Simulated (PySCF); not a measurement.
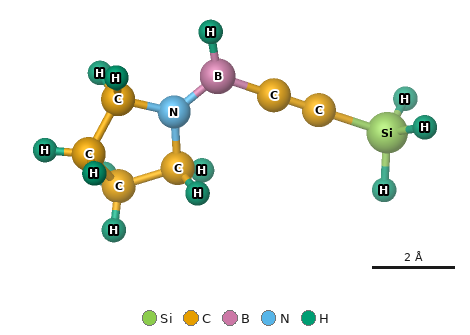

The structure as given in the input (ball-and-stick view, seen at a tilt).

## NMR shielding calculation, with input and output: C$_{6}$H$_{12}$BNSi

The run: NMR shielding calculation of C$_{6}$H$_{12}$BNSi, SMILES [SiH3]C#CBN1CCCC1. Method and program: GIAO PBE0/pcSseg-1 NMR shielding, non-relativistic, gas phase (PySCF 2.14.0).

The geometry comes from this level: GFN2-xTB. It belongs to a series of runs on one base structure; here: H on B replaced by N-pyrrolidinyl. Figures and captions count atoms from 1; the log counts them from 0 in places.

## What the program printed
```
coarse grid: 17728 points
cycle   1  E = -604.2804169722  dE =  1.008e+00  |g| = 4.201e-01  |ddm| = 4.098e+00
cycle   2  E = -604.2775544627  dE =  2.863e-03  |g| = 4.312e-01  |ddm| = 9.839e-01
cycle   3  E = -604.3268797334  dE = -4.933e-02  |g| = 1.353e-01  |ddm| = 5.220e-01
cycle   4  E = -604.3306495540  dE = -3.770e-03  |g| = 5.893e-02  |ddm| = 1.225e-01
cycle   5  E = -604.3315050168  dE = -8.555e-04  |g| = 1.039e-02  |ddm| = 5.400e-02
cycle   6  E = -604.3315328415  dE = -2.782e-05  |g| = 2.252e-03  |ddm| = 1.217e-02
cycle   7  E = -604.3315342400  dE = -1.398e-06  |g| = 4.821e-04  |ddm| = 2.658e-03
final grid: 165840 points
cycle   8  E = -604.3841308847  dE = -4.802e-05  |g| = 7.724e-03  |ddm| = 3.903e-02
cycle   9  E = -604.3841229342  dE =  7.950e-06  |g| = 9.721e-03  |ddm| = 1.587e-02
cycle  10  E = -604.3841462769  dE = -2.334e-05  |g| = 1.572e-03  |ddm| = 8.852e-03
cycle  11  E = -604.3841468171  dE = -5.401e-07  |g| = 4.518e-04  |ddm| = 1.434e-03
cycle  12  E = -604.3841468550  dE = -3.787e-08  |g| = 1.813e-04  |ddm| = 4.276e-04
cycle  13  E = -604.3841468625  dE = -7.565e-09  |g| = 7.484e-05  |ddm| = 1.772e-04
cycle  14  E = -604.3841468638  dE = -1.321e-09  |g| = 1.104e-05  |ddm| = 5.771e-05
cycle  15  E = -604.3841468639  dE = -3.342e-11  |g| = 2.332e-06  |ddm| = 1.485e-05
```

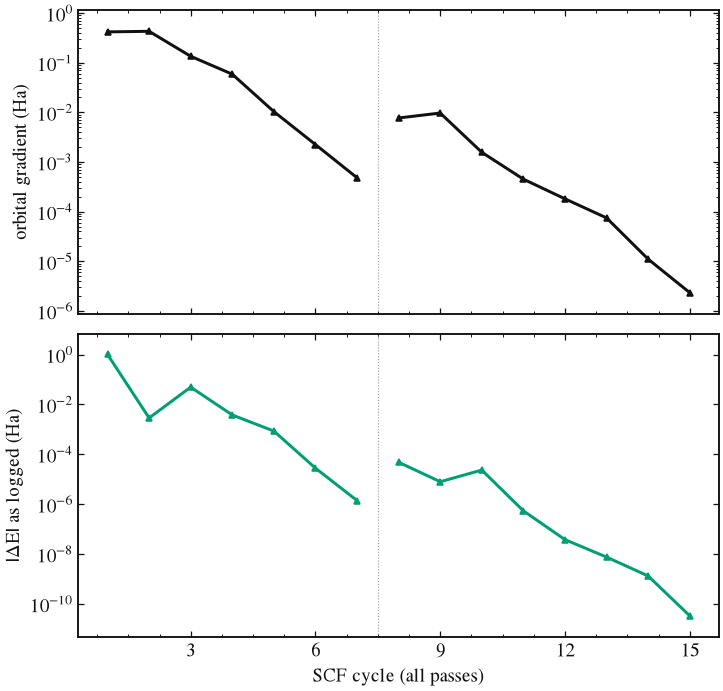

Convergence of the self-consistent field: orbital gradient and size of the energy change against the SCF cycle. The dotted line marks the change from a coarse to the final integration grid. The first 7 cycles use a coarse grid, the final grid takes over at cycle 8, and the field converges after 15 cycles in all.

```
converged SCF energy = -604.3841468639

GIAO shielding tensors (ppm)
atom      isotropic    diamagn.    paramagn.     s11        s22        s33       span
  0 Si     449.860     882.681    -432.821    441.715    443.036    464.829     23.115
  1 C       72.582     267.276    -194.694     -4.103      9.318    212.531    216.634
  2 C       59.158     261.598    -202.440    -50.772    -41.363    269.608    320.381
  3 B       75.533     200.148    -124.615     36.529     72.620    117.450     80.920
  4 N      104.229     327.747    -223.518    -33.727    165.571    180.841    214.567
  5 C      132.687     246.420    -113.733    101.104    134.284    162.673     61.569
  6 C      156.701     250.507     -93.806    135.053    166.279    168.770     33.717
  7 C      156.242     252.222     -95.981    133.867    165.857    169.001     35.133
  8 C      131.631     240.878    -109.247     96.695    131.846    166.354     69.659
  9 H       27.402      28.588      -1.186     24.048     25.756     32.403      8.355
 10 H       27.393      28.146      -0.753     24.019     25.734     32.425      8.407
 11 H       27.432      30.059      -2.627     23.797     26.376     32.123      8.326
 12 H       27.001      31.181      -4.179     24.414     27.123     29.468      5.054
 13 H       27.637      33.732      -6.096     22.485     27.890     32.535     10.051
 14 H       28.133      32.825      -4.692     23.181     27.530     33.687     10.506
 15 H       29.907      31.569      -1.662     25.230     27.993     36.496     11.266
 16 H       29.804      30.196      -0.392     25.447     27.115     36.850     11.403
 17 H       29.854      28.372       1.481     25.541     26.807     37.212     11.671
 18 H       29.860      30.143      -0.283     25.569     27.539     36.472     10.903
 19 H       27.895      28.271      -0.377     23.282     27.266     33.136      9.854
 20 H       28.102      29.116      -1.014     22.777     27.153     34.377     11.601
```

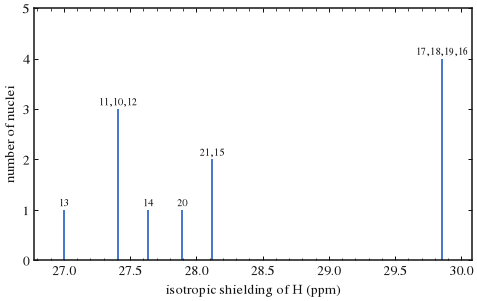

Isotropic shieldings of the hydrogen nuclei in this fixed geometry, labelled by atom number; shielding grows to the right, so chemical shift grows to the left. The least shielded is H13 (27.0 ppm), the most shielded H16 (29.9 ppm).

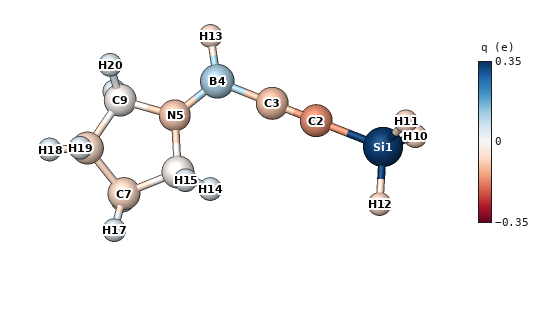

Hirshfeld charges, as the colour of each atom (ball-and-stick view, seen at a tilt; atoms are numbered from 1 in the order of the input). By element: Si +0.33, C −0.16 to −0.01, B +0.11, N −0.09 and H −0.07 to +0.05 e.

The run was set up as follows.

## The input
```
{"job": {"kind": "nmr", "xc": "PBE0", "basis": "pcSseg-1"}, "charge": 0, "multiplicity": 1}
Si     4.550763    -0.601181     0.242300
C      2.903708     0.222787     0.269317
C      1.819569     0.766951     0.288088
B      0.466315     1.455725     0.309609
N     -0.681368     0.686517     0.326335
C     -0.710050    -0.769294     0.343355
C     -2.160169    -1.148805     0.047540
C     -2.928603     0.011700     0.672668
C     -2.040581     1.204501     0.323330
H      5.246558    -0.232024    -0.995459
H      5.322501    -0.165070     1.411214
H      4.355180    -2.056167     0.287880
H      0.383535     2.627198     0.310910
H     -0.006776    -1.177538    -0.385836
H     -0.413059    -1.133043     1.335224
H     -2.331819    -1.173524    -1.029597
H     -2.429329    -2.116261     0.466264
H     -3.938718     0.117818     0.281965
H     -2.981476    -0.115572     1.754964
H     -2.143458     2.028419     1.032251
H     -2.291644     1.583806    -0.675733
```

The first line tells a small driver script what to run in PySCF; the rest is the geometry in Å.

Command:
```bash
OMP_NUM_THREADS=1 python <driver script> task.json out
```

## Summary

| quantity | value |
| --- | --- |
| outcome | converged |
| total energy | −604.384147 hartree |
| HOMO | −7.02 eV |
| LUMO | −0.96 eV |
| dipole moment | 2.70 D |
| isotropic shielding, Si | 449.9 ppm |
| isotropic shielding, C | 59.2 to 156.7 ppm |
| isotropic shielding, B | 75.5 ppm |
| isotropic shielding, N | 104.2 ppm |
| isotropic shielding, H | 27.0 to 29.9 ppm |
| hardware | 1 CPU thread, shared host |
| wall time | 38 s |
| peak memory | 0.98 GiB |
